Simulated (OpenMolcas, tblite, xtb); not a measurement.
How methods differ on RuO4 (ruthenium tetroxide)

The species is RuO4 (5 atoms), meant as a singlet with charge 0. As SMILES, `[O]=[Ru](=[O])(=[O])=[O]`. The coordinates come from a PBE0-D4/def2-TZVP relaxation.

```xyz
5

O    -0.8399   -0.2867    1.4064
Ru    0.0000    0.0000    0.0000
O     1.3992   -0.8988   -0.0031
O    -0.9384   -0.4307   -1.3037
O     0.3791    1.6162   -0.0996
```

Quantity: the vertical ionisation energy (to the doublet cation), in eV. The values are calculated.

```json
{"level": "GFN1-xTB", "kind": "semi-empirical", "program": "tblite", "value (eV)": "19.80", "CPU time (all runs)": "under 2 s"}
{"level": "GFN2-xTB", "kind": "semi-empirical", "program": "xtb", "value (eV)": "18.70", "CPU time (all runs)": "under 2 s"}
{"level": "IPEA1-xTB", "kind": "semi-empirical", "program": "tblite", "value (eV)": "18.04", "CPU time (all runs)": "under 2 s"}
{"level": "HF/def2-SVP (core potential)", "kind": "Hartree–Fock", "program": "OpenMolcas", "value (eV)": "8.55", "CPU time (all runs)": "52 s"}
{"level": "SVWN5/def2-SVP (core potential)", "kind": "LDA", "program": "OpenMolcas", "value (eV)": "12.70", "CPU time (all runs)": "4.8 min"}
{"level": "revPBE/def2-SVP (core potential)", "kind": "GGA", "program": "OpenMolcas", "value (eV)": "12.29", "CPU time (all runs)": "4.7 min"}
{"level": "B3LYP/def2-SVP (core potential)", "kind": "global hybrid", "program": "OpenMolcas", "value (eV)": "12.61", "CPU time (all runs)": "2.2 min"}
{"level": "BHLYP/def2-SVP (core potential)", "kind": "global hybrid", "program": "OpenMolcas", "value (eV)": "12.21", "CPU time (all runs)": "2.4 min"}
{"level": "M06-2X/def2-SVP (core potential)", "kind": "hybrid meta-GGA", "program": "OpenMolcas", "value (eV)": "12.64", "CPU time (all runs)": "4.3 min"}
{"level": "PBE0/def2-SVP (core potential)", "kind": "global hybrid", "program": "OpenMolcas", "value (eV)": "12.59", "CPU time (all runs)": "2 min"}
```

Spin-orbit coupling, which can split open shells on such heavy atoms by tenths of an eV, is left out. The values span 8.55 to 19.80 eV. The xTB values lack the empirical shift that such differences need. Spin contamination of the reference (⟨S²⟩ at least 0.1 too high) touches HF/def2-SVP, B3LYP/def2-SVP, BHLYP/def2-SVP, M06-2X/def2-SVP, PBE0/def2-SVP. Times are those of the runs behind each value, whatever else they computed, on shared processors of several kinds: orders of magnitude only.

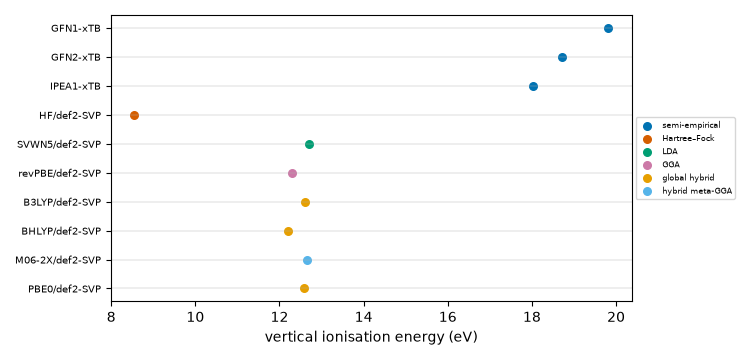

The values of the table, level by level.
